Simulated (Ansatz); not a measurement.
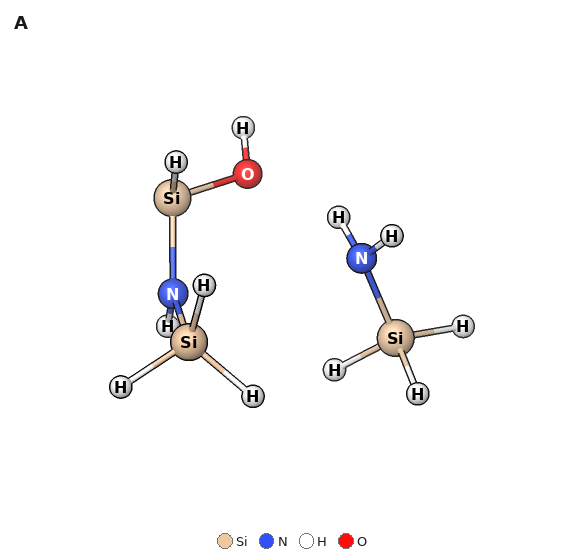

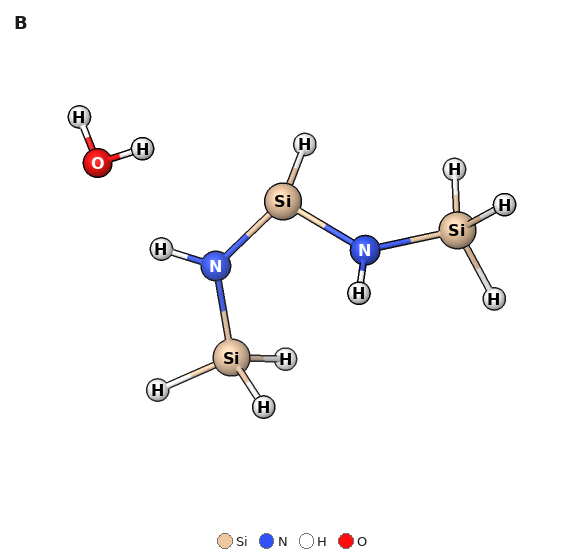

2 stationary structures of one formula. Charge 0, doublet. Geometries: PBE0-D4/def2-TZVP. Electronic energies: CCSD(T)/CBS (MP2 limit from def2-TZVPP and def2-QZVPP plus CCSD(T) − MP2) (Ansatz 0.2.0), without zero-point energy. Each is one conformer, not always the lowest.

### Which is lowest in energy, and by how much?

A is lowest (a minimum); B lies 6.6 kcal/mol above it (a minimum).

Give E(B) − E(A) in kcal/mol at these levels too: UHF-MP2 (frozen core)/def2-QZVPP; UHF-CCSD(T) (frozen core)/def2-TZVPP; r2SCAN0-D4/def2-TZVPP; direct RPA on PBE orbitals (frozen core)/def2-TZVPP; SPW92 (LDA)/def2-SVP; PBE0-D4/def2-TZVP; ωB97X-V/def2-TZVPP; B2PLYP (frozen core)/def2-TZVPP.

| level | E(B) − E(A) (kcal/mol) |
| --- | --- |
| UHF-MP2 (frozen core)/def2-QZVPP | +6.7 |
| UHF-CCSD(T) (frozen core)/def2-TZVPP | +6.7 |
| r2SCAN0-D4/def2-TZVPP | +7.2 |
| direct RPA on PBE orbitals (frozen core)/def2-TZVPP | +7.0 |
| SPW92 (LDA)/def2-SVP | +6.3 |
| PBE0-D4/def2-TZVP | +6.8 |
| ωB97X-V/def2-TZVPP | +7.6 |
| B2PLYP (frozen core)/def2-TZVPP | +7.0 |
